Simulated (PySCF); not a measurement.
SMILES CC([SiH2]F)(C)C at its GFN2-xTB optimised geometry (Å):

```
17

C      1.7091    -0.3718     0.0000
C      0.1786    -0.3718     0.0000
C     -0.3161    -1.1148     1.2450
C     -0.3159    -1.1154    -1.2448
Si    -0.4859     1.4221     0.0000
F     -2.0981     1.3457     0.0233
H      2.0980     0.1328     0.8821
H      2.0886    -1.3934    -0.0016
H      2.0981     0.1356    -0.8805
H      0.0405    -2.1450     1.2388
H      0.0455    -0.6371     2.1538
H     -1.4035    -1.1325     1.2773
H     -1.4033    -1.1334    -1.2771
H      0.0455    -0.6379    -2.1537
H      0.0409    -2.1453    -1.2383
H     -0.1368     2.1453     1.2140
H     -0.1717     2.1325    -1.2311
```

Method: B3LYP/def2-SVP (PySCF). Cells within 0.4 Å of a nucleus heavier than hydrogen are left out (blank, or x).

Map of the Laplacian of the electron density (e/bohr⁵), clipped to [-1.50, 1.50] on the plane z = 0.0 Å:

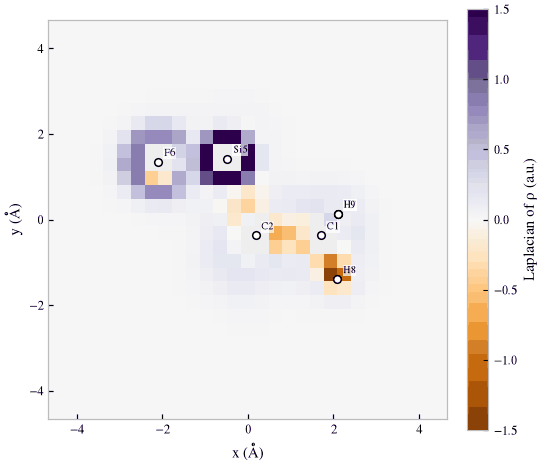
*Laplacian of the electron density (e/bohr⁵), clipped to [-1.50, 1.50] on the plane z = 0.0 Å.*
